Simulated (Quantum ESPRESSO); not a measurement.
# Wannier-interpolated electron–phonon scattering in V (Im-3m)

The plan: phonons and Wannier functions of V (Im-3m), and, if the interpolated phonons are stable, its coupling and resistivity.

Main program and level: Quantum ESPRESSO 7.5; DFT PBEsol, scalar-relativistic, plane waves, PseudoDojo 0.4.1 norm-conserving pseudopotentials.

## Step 1: Starting point

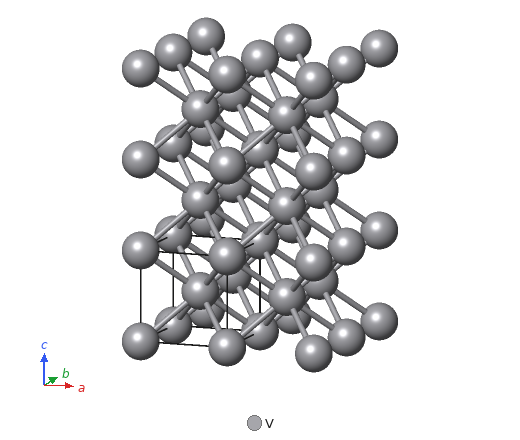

The starting structure, seen slightly off an axis (vanadium grey). 2×2×3 cells are drawn. This picture shows the conventional cell, with its axes. Some periodic images of atoms are drawn too.

Structure file:

```cif
data_structure
_symmetry_space_group_name_H-M 'Im-3m'
_symmetry_Int_Tables_number 229
_cell_length_a 3.0287
_cell_length_b 3.0287
_cell_length_c 3.0287
_cell_angle_alpha 90.000
_cell_angle_beta 90.000
_cell_angle_gamma 90.000
_cell_volume 27.78
loop_
_atom_site_label
_atom_site_type_symbol
_atom_site_symmetry_multiplicity
_atom_site_Wyckoff_symbol
_atom_site_fract_x
_atom_site_fract_y
_atom_site_fract_z
_atom_site_occupancy
V1 V 2 a 0.00000 0.00000 0.00000 1
```

## Step 2: Relaxation

The cell is relaxed under the functional used for all that follows.

relax.in

```
&CONTROL
  calculation   = 'vc-relax'
  prefix        = 'x'
  outdir        = './tmp'
  pseudo_dir    = './pseudo'
  tprnfor       = .true.
  tstress       = .true.
  etot_conv_thr = 1.0d-05
  forc_conv_thr = 4.0d-04
/
&SYSTEM
  ibrav       = 0
  nat         = 1
  ntyp        = 1
  ecutwfc     = 84.0
  occupations = 'smearing'
  smearing    = 'mv'
  degauss     = 0.02
/
&ELECTRONS
  conv_thr = 1.0d-11
/
&IONS
/
&CELL
  press_conv_thr = 0.4
/
ATOMIC_SPECIES
 V      50.9415  V.upf
CELL_PARAMETERS angstrom
    -1.514350000    1.514350000    1.514350000
     1.514350000   -1.514350000    1.514350000
     1.514350000    1.514350000   -1.514350000
ATOMIC_POSITIONS crystal
 V      0.000000000   0.000000000   0.000000000
K_POINTS automatic
 12 12 12 0 0 0
```

Launch:

```console
> OMP_NUM_THREADS=1 mpirun -n 8 pw.x -nk 8 -in relax.in > relax.out
```

Output:

```text
Program PWSCF v.7.5

     This program is part of the open-source Quantum ESPRESSO suite
     for quantum simulation of materials; please cite
         "P. Giannozzi et al., J. Phys.:Condens. Matter 21 395502 (2009);
         "P. Giannozzi et al., J. Phys.:Condens. Matter 29 465901 (2017);
         "P. Giannozzi et al., J. Chem. Phys. 152 154105 (2020);
     in publications or presentations arising from this work. More details at

     Message from routine setup:
     using ibrav=0 with symmetry is DISCOURAGED, use correct ibrav instead

     G-vector sticks info
     --------------------
     sticks:   dense  smooth     PW     G-vecs:    dense   smooth      PW
     Sum         623     623    221                 9861     9861    2123

     Using Slab Decomposition

     bravais-lattice index     =            0
     lattice parameter (alat)  =       4.9566  a.u.
     unit-cell volume          =      93.7423 (a.u.)^3
     number of atoms/cell      =            1
     number of atomic types    =            1
     number of electrons       =        13.00
     number of Kohn-Sham states=           11
     kinetic-energy cutoff     =      84.0000  Ry
     charge density cutoff     =     336.0000  Ry
     scf convergence threshold =      1.0E-11
     mixing beta               =       0.7000
     number of iterations used =            8  plain     mixing
     energy convergence thresh.=      1.0E-05
     force convergence thresh. =      4.0E-04
     press convergence thresh. =      4.0E-01
     Exchange-correlation= PBESOL
                           (   1   4  10   8   0   0   0)
     nstep                     =           50

     celldm(1)=   4.956621  celldm(2)=   0.000000  celldm(3)=   0.000000
     celldm(4)=   0.000000  celldm(5)=   0.000000  celldm(6)=   0.000000

     crystal axes: (cart. coord. in units of alat)
               a(1) = (  -0.577350   0.577350   0.577350 )
               a(2) = (   0.577350  -0.577350   0.577350 )
               a(3) = (   0.577350   0.577350  -0.577350 )
[...]
number of Kohn-Sham states=           11
     number of k points=    72  Marzari-Vanderbilt smearing, width (Ry)=  0.0200
     estimated scf accuracy    <       0.07316368 Ry
     estimated scf accuracy    <       0.05539628 Ry
     estimated scf accuracy    <       0.00007208 Ry
     estimated scf accuracy    <       0.00002372 Ry
     estimated scf accuracy    <       0.00001115 Ry
     estimated scf accuracy    <       0.00000057 Ry
     estimated scf accuracy    <          6.9E-10 Ry
     estimated scf accuracy    <          4.5E-09 Ry
     estimated scf accuracy    <          3.3E-10 Ry
     estimated scf accuracy    <       0.00000002 Ry
     estimated scf accuracy    <          7.3E-10 Ry
     estimated scf accuracy    <          1.9E-10 Ry
     estimated scf accuracy    <          1.9E-11 Ry
     estimated scf accuracy    <          6.3E-13 Ry
     the Fermi energy is    17.3322 ev
!    total energy              =    -147.44490099 Ry
     estimated scf accuracy    <          7.3E-14 Ry
     convergence has been achieved in  13 iterations
          total   stress  (Ry/bohr**3)                   (kbar)     P=       -0.15
   JOB DONE.
```

Run time: 8.5 s. Hardware: 8 MPI ranks of Arm Neoverse V2, shared host; 67 s of CPU time.

This run has no spin polarisation, although V can carry a moment.

This step gave:

```yaml
free_energy: -2006.0901 eV
pressure: -0.015 GPa
volume_per_atom: 12.94 Å³/atom
```

The volume ends at 12.94 Å³ an atom, -6.8 % from the start.

## Step 3: Ground state

Linear response needs a tightly converged ground state.

scf.in

```
&CONTROL
  calculation = 'scf'
  prefix      = 'x'
  outdir      = './tmp'
  pseudo_dir  = './pseudo'
  tprnfor     = .true.
  tstress     = .true.
/
&SYSTEM
  ibrav       = 0
  nat         = 1
  ntyp        = 1
  ecutwfc     = 84.0
  occupations = 'smearing'
  smearing    = 'mv'
  degauss     = 0.02
/
&ELECTRONS
  conv_thr = 1.0d-12
/
ATOMIC_SPECIES
 V      50.9415  V.upf
CELL_PARAMETERS angstrom
    -1.479114000    1.479114000    1.479114000
     1.479114000   -1.479114000    1.479114000
     1.479114000    1.479114000   -1.479114000
ATOMIC_POSITIONS crystal
 V      0.000000000   0.000000000   0.000000000
K_POINTS automatic
 12 12 12 0 0 0
```

Launch:

```console
> OMP_NUM_THREADS=1 mpirun -n 8 pw.x -nk 8 -in scf.in > scf.out
```

Output:

```text
[banner, memory and clock lines left out]
[...]
number of Kohn-Sham states=           11
     number of k points=    72  Marzari-Vanderbilt smearing, width (Ry)=  0.0200
     estimated scf accuracy    <       0.06678196 Ry
     estimated scf accuracy    <       0.04089470 Ry
     estimated scf accuracy    <       0.00006769 Ry
     estimated scf accuracy    <       0.00002102 Ry
     estimated scf accuracy    <       0.00000902 Ry
     estimated scf accuracy    <       0.00000034 Ry
     estimated scf accuracy    <          5.0E-10 Ry
     estimated scf accuracy    <          3.8E-09 Ry
     estimated scf accuracy    <          2.3E-10 Ry
     estimated scf accuracy    <          2.6E-12 Ry
     estimated scf accuracy    <          2.0E-12 Ry
     the Fermi energy is    17.3322 ev
!    total energy              =    -147.44490099 Ry
     estimated scf accuracy    <          1.6E-13 Ry
     convergence has been achieved in  12 iterations
          total   stress  (Ry/bohr**3)                   (kbar)     P=       -0.15
```

Run time: 2.7 s. Hardware: 8 MPI ranks; 21 s of CPU time.

Numbers from this step:

```
Fermi energy : 17.33 eV
```

The Fermi level lies at 17.33 eV and the pressure is -0.015 GPa.

(Part 1 of 3 ends here.)

[The logs of pw.x and epw.x are selected lines.]

[Logs are printed without paths, hosts, clocks, repeated set-up lines and the standing remarks that a program may print on its own settings, such as how far it seeks lower states.]

[Hosts, paths, dates, database ids (printed as entryN), source tags and the programs' standing remarks are cut or masked in the printed files.]
